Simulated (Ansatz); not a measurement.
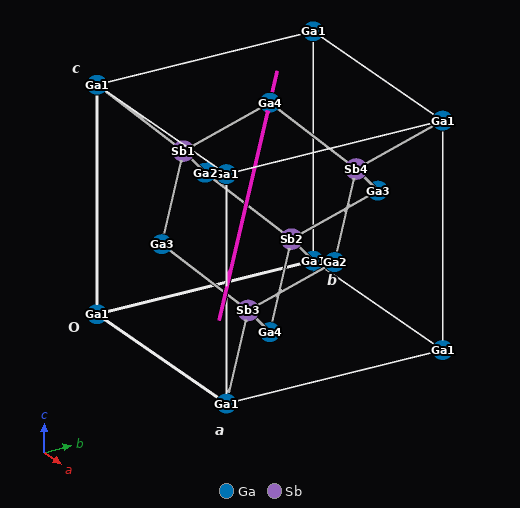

The coloured rod is the axis of a symmetry operation of the crystal. Crystal: GaSb, a calculation's input that goes back to an entry of the Crystallography Open Database (an earlier step may have relaxed or displaced it). Geometry calculated from the standardised cell; symmetry tolerance 0.002 Å.

a = 6.132 Å, b = 6.132 Å, c = 6.132 Å, α = 90.00°, β = 90.00°, γ = 90.00°.

```
atom       x       y       z
 Ga1  0.0000  0.0000  0.0000
 Sb1  0.2500  0.2500  0.7500
 Ga2  0.0000  0.5000  0.5000
 Sb2  0.2500  0.7500  0.2500
 Ga3  0.5000  0.0000  0.5000
 Sb3  0.7500  0.2500  0.2500
 Ga4  0.5000  0.5000  0.0000
 Sb4  0.7500  0.7500  0.7500
```

Take the operation x, y, z → −y+1, z−1/2, −x+3/2.

What kind of operation is it, and where does it lie?

Answer. It is a 3-fold rotation, about the line along [−1 1 1] through (2/3, 1/3, 5/6).

Onto which atom does it carry each atom (up to whole multiples of a, b and c)?

Answer. Ga1 → Ga2, Sb1 → Sb3, Ga2 → Ga3, Sb2 → Sb2, Ga3 → Ga1, Sb3 → Sb4, Ga4 → Ga4, Sb4 → Sb1.

What is the crystal's space group?

Answer. F-43m, No. 216.
